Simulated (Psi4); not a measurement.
# One shape, several levels: CH5BN− (SMILES [BH3-]N=C)

We compute a comparison of 4 runs (PBE0/def2-SVP, CEPA(0)/def2-SV(P), CCSD/cc-pVDZ-DK) of CH5BN−. The job is set up through a Python script.

Program for the calculation: Psi4 1.11.

2 further runs of the same task are left out: 2 that didn't finish.

### Step 1. The molecule

CH5BN− has 8 atoms, charge -1, and is taken as a singlet. As SMILES, `[BH3-]N=C`. The shape is that of a GFN2-xTB optimisation.

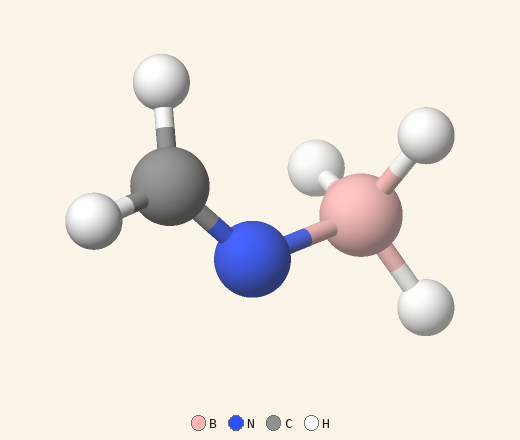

Viewed from a chosen angle; boron pink, nitrogen blue, carbon grey, hydrogen white.

### Step 2. Energy and forces at PBE0/def2-SVP (run 1)

Input file ch5bn.xyz:

```xyz
8
CH5BN
B      0.165600     1.032650     0.317000
N      0.676790    -0.343350    -0.170270
C     -0.078150    -1.293200    -0.410600
H     -0.623460     1.495860    -0.501040
H      1.127090     1.777360     0.440280
H     -0.400090     0.897810     1.397340
H     -1.192360    -1.302570    -0.318090
H      0.324580    -2.264550    -0.754640
```

Input file run.py:

```python
import psi4

psi4.set_memory('1600 MB')
psi4.set_num_threads(1)
psi4.set_output_file('run.log', False)

with open('ch5bn.xyz') as f:
    atoms = ''.join(f.readlines()[2:])
mol = psi4.geometry('-1 1\n' + atoms + 'symmetry c1\nno_reorient\nno_com')

options = {'reference': 'rks', 'puream': True, 'e_convergence': 1e-09, 'd_convergence': 1e-08, 'scf_type': 'pk', 'dft_radial_points': 99, 'dft_spherical_points': 590}
psi4.set_options(options)

e = psi4.gradient("pbe0/def2-SVP", molecule=mol)
print('gradient / Eh bohr^-1')
print(e.np.round(6))
```

Command:

```
$ python run.py
```

run.log:

```text
[...]
  Running in c1 symmetry.
[...]
  Nuclear repulsion =   63.941238414873794
[...]
  Multiplicity = 1
[...]
  Nalpha       = 12
  Nbeta        = 12
[...]
    Number of basis functions: 67
[...]
   @RKS iter   1:  -120.13369208701776   -3.70747e-01   1.06089e-02 DIIS/ADIIS
[...]
   @RKS iter  11:  -120.46152044965743   -2.07478e-12   4.39110e-09 DIIS
[...]
    Orbital Energies [Eh]
    ---------------------
    Doubly Occupied:
       1A    -14.148665     2A    -10.060005     3A     -6.504136
       4A     -0.688757     5A     -0.408214     6A     -0.307044
       7A     -0.247807     8A     -0.175127     9A     -0.156972
      10A     -0.083812    11A     -0.060757    12A     -0.016296
[...]
  @RKS Final Energy:  -120.46152044965743
   => Energetics <=
    Nuclear Repulsion Energy =             63.9412384148737942
    One-Electron Energy =                -293.1708885521053958
    Two-Electron Energy =                 122.6526664072183195
    DFT Exchange-Correlation Energy =     -13.8845367196441423
    Empirical Dispersion Energy =           0.0000000000000000
    VV10 Nonlocal Energy =                  0.0000000000000000
    Total Energy =                       -120.4615204496574279
[...]
 Multipole Moments:
 ------------------------------------------------------------------------------------
     Multipole            Electronic (a.u.)      Nuclear  (a.u.)        Total (a.u.)
 ------------------------------------------------------------------------------------
 L = 1.  Multiply by 2.5417464519 to convert [e a0] to [Debye]
 Dipole X            :         -8.8085855            8.1870306           -0.6215550
 Dipole Y            :          7.0712610           -8.3062723           -1.2350113
 Dipole Z            :          3.0752421           -3.4140548           -0.3388127
 Magnitude           :                                                    1.4235089
[...]
  -Total Gradient:
     Atom            X                  Y                   Z
    ------   -----------------  -----------------  -----------------
       1       -0.006574999554     0.008869055731     0.003649176421
       2       -0.011942846817    -0.018191901476    -0.005097250953
       3        0.010541541672     0.018205742377     0.004943908014
       4        0.006253094788    -0.004518447242     0.005764145667
       5       -0.005368346079    -0.010174037592    -0.002504565992
       6        0.004370843508    -0.000094888763    -0.008586762198
       7        0.004405930604    -0.002932022269    -0.001132826433
       8       -0.001681786106     0.008833411073     0.002962950952
[...]
```

Standard output:

```text
gradient / Eh bohr^-1
[[-6.5750e-03  8.8690e-03  3.6490e-03]
 [-1.1943e-02 -1.8192e-02 -5.0970e-03]
 [ 1.0542e-02  1.8206e-02  4.9440e-03]
 [ 6.2530e-03 -4.5180e-03  5.7640e-03]
 [-5.3680e-03 -1.0174e-02 -2.5050e-03]
 [ 4.3710e-03 -9.5000e-05 -8.5870e-03]
 [ 4.4060e-03 -2.9320e-03 -1.1330e-03]
 [-1.6820e-03  8.8330e-03  2.9630e-03]]
```

Wall time 12 s (1 thread of Intel Xeon 6975P-C (Granite Rapids), shared host); peak memory 1 GiB.

### Step 3. The energy at CEPA(0)/def2-SV(P) (density fitting) (run 2)

ch5bn.xyz is that of step 2.

Input file job.py:

```python
import psi4

psi4.set_memory(1600000000)
psi4.set_num_threads(1)
psi4.set_output_file('ch5bn.out', False)

with open('ch5bn.xyz') as f:
    atoms = ''.join(f.readlines()[2:])
geom = psi4.geometry('-1 1\n' + atoms + 'symmetry c1')

psi4.set_options({
    'reference': 'rhf',
    'scf_type': 'df',
    'freeze_core': True,
    'print': 2,
    'soscf': True,
})

E, wfn = psi4.energy('cepa(0)/def2-SV(P)', molecule=geom, return_wfn=True)
print(f'total energy {E:.8f} hartree = {E * 27.211386:.5f} eV')
```

Command:

```
$ python job.py
```

ch5bn.out:

```text
[...]
  Running in c1 symmetry.
[...]
  Nuclear repulsion =   63.941238414873794
[...]
  Multiplicity = 1
[...]
  Nalpha       = 12
  Nbeta        = 12
[...]
   @DF-RHF iter   1:  -119.63837554294236   -8.24001e-01   8.73476e-03 ADIIS/DIIS
[...]
   @DF-RHF iter   6:  -119.77463689716257   -1.62686e-10   8.87771e-09 SOSCF, nmicro=conv
[...]
    Orbital Energies [Eh]
    ---------------------
    Doubly Occupied:
       1A    -15.321806     2A    -11.063023     3A     -7.318901
       4A     -0.968375     5A     -0.610908     6A     -0.487832
       7A     -0.412191     8A     -0.330936     9A     -0.274739
      10A     -0.216417    11A     -0.171638    12A     -0.149563
[...]
  @DF-RHF Final Energy:  -119.77463689716257
   => Energetics <=
    Nuclear Repulsion Energy =             63.9412384148737942
    One-Electron Energy =                -292.7790923817019575
    Two-Electron Energy =                 109.0632170696655976
    Total Energy =                       -119.7746368971625657
[...]
 Multipole Moments:
 ------------------------------------------------------------------------------------
     Multipole            Electronic (a.u.)      Nuclear  (a.u.)        Total (a.u.)
 ------------------------------------------------------------------------------------
 L = 1.  Multiply by 2.5417464519 to convert [e a0] to [Debye]
 Dipole X            :          1.4688541           -1.7273632           -0.2585091
 Dipole Y            :         -2.0590241            0.3230677           -1.7359564
 Dipole Z            :         -0.7964143            0.2609916           -0.5354227
 Magnitude           :                                                    1.8349520
[...]
      Number of basis functions:        52
[...]
      * SCS-MP2 total energy:                 -120.147714692347
[...]
      * MP2 total energy:                     -120.150349856750
[...]
```

Standard output:

```text
total energy -120.19920858 hartree = -3270.78706 eV
```

Run time: 2.5 s. Hardware: 1 thread of Intel Xeon 6975P-C (Granite Rapids), shared host; peak memory 0.23 GiB.

Run 3 isn't shown in full; the table further down has it.

### Step 4. The energy at CCSD/cc-pVDZ-DK (sfX2C, density fitting) (run 4)

Input file ch5bn.py:

```python
import psi4

psi4.set_memory('1600 MB')
psi4.set_num_threads(1)
psi4.set_output_file('psi4.out', False)

mol = psi4.geometry("""
-1 1
B      0.165600     1.032650     0.317000
N      0.676790    -0.343350    -0.170270
C     -0.078150    -1.293200    -0.410600
H     -0.623460     1.495860    -0.501040
H      1.127090     1.777360     0.440280
H     -0.400090     0.897810     1.397340
H     -1.192360    -1.302570    -0.318090
H      0.324580    -2.264550    -0.754640
no_reorient
no_com
""")

psi4.set_options({
    'reference': 'rhf',
    'scf_type': 'df',
    'freeze_core': True,
    'relativistic': 'x2c',
})

e = psi4.energy("ccsd/cc-pVDZ-DK")
print(f'ccsd/cc-pVDZ-DK energy: {e:.10f} Eh')
```

Command:

```
$ python ch5bn.py
```

psi4.out:

```text
[...]
  Running in c1 symmetry.
[...]
  Nuclear repulsion =   63.941238414873794
[...]
  Multiplicity = 1
[...]
  Nalpha       = 12
  Nbeta        = 12
[...]
    Number of basis functions: 67
[...]
    WARNING: The X2C and Dirac Hamiltonians have substatially different eigenvalues!
             This is probably caused by the recontraction of the basis set.
[...]
   @DF-RHF iter   1:  -119.79245846780570   -8.63930e-01   6.79146e-03 DIIS/ADIIS
[...]
   @DF-RHF iter  12:  -119.93014724434565   -1.25056e-12   2.74676e-09 DIIS
[...]
    Orbital Energies [Eh]
    ---------------------
    Doubly Occupied:
       1A    -15.333086     2A    -11.070881     3A     -7.321669
       4A     -0.980496     5A     -0.617262     6A     -0.487270
       7A     -0.407677     8A     -0.329553     9A     -0.270524
      10A     -0.212708    11A     -0.167681    12A     -0.145514
[...]
  @DF-RHF Final Energy:  -119.93014724434565
   => Energetics <=
    Nuclear Repulsion Energy =             63.9412384148737942
    One-Electron Energy =                -293.0541302730843540
    Two-Electron Energy =                 109.1827446138649123
    Total Energy =                       -119.9301472443456476
[...]
 Multipole Moments:
 ------------------------------------------------------------------------------------
     Multipole            Electronic (a.u.)      Nuclear  (a.u.)        Total (a.u.)
 ------------------------------------------------------------------------------------
 L = 1.  Multiply by 2.5417464519 to convert [e a0] to [Debye]
 Dipole X            :         -8.8280445            8.1870306           -0.6410139
 Dipole Y            :          6.9572458           -8.3062723           -1.3490265
 Dipole Z            :          3.0382062           -3.4140548           -0.3758486
 Magnitude           :                                                    1.5401408
[...]
      * MP2 total energy                      = -120.347632298228632
[...]
      * CCSD total energy                     = -120.386830171677289
```

The script printed:

```text
ccsd/cc-pVDZ-DK energy: -120.3868301717 Eh
```

Wall time 6.3 s (1 thread of Intel Xeon 6975P-C (Granite Rapids), shared host); peak memory 0.36 GiB.

### Step 5. The series

```
run                                     level      task  integrals  energy (Eh)  HOMO energy (eV)  LUMO energy (eV)  HOMO–LUMO gap (eV)  wall time
  1                             PBE0/def2-SVP  gradient         pk  -120.461520             -0.44              5.66                6.11       12 s
  2      CEPA(0)/def2-SV(P) (density fitting)    energy         df  -120.199209             -4.07              9.83               13.90      2.5 s
  3         CCSD/cc-pVDZ-DK (density fitting)    energy         df  -120.333450             -3.96              9.92               13.88      6.3 s
  4  CCSD/cc-pVDZ-DK (sfX2C, density fitting)    energy         df  -120.386830             -3.96              9.92               13.88      6.3 s
```

### Step 6. Outcome

```
                                                    quantity          value
                                         run 4: total energy  -120.38683 Eh
                  run 4: HOMO energy (Hartree–Fock orbitals)       -3.96 eV
                  run 4: LUMO energy (Hartree–Fock orbitals)        9.92 eV
run 4: HOMO–LUMO gap (to an unbound level, set by the basis)       13.88 eV
          run 4: correlation energy (3 core orbitals frozen)     -456.7 mEh
                                        run 4: T1 diagnostic          0.012
```

In run 3 relativity is left out where basis or elements ask for it. All runs together took 27 s, the longest 12 s.
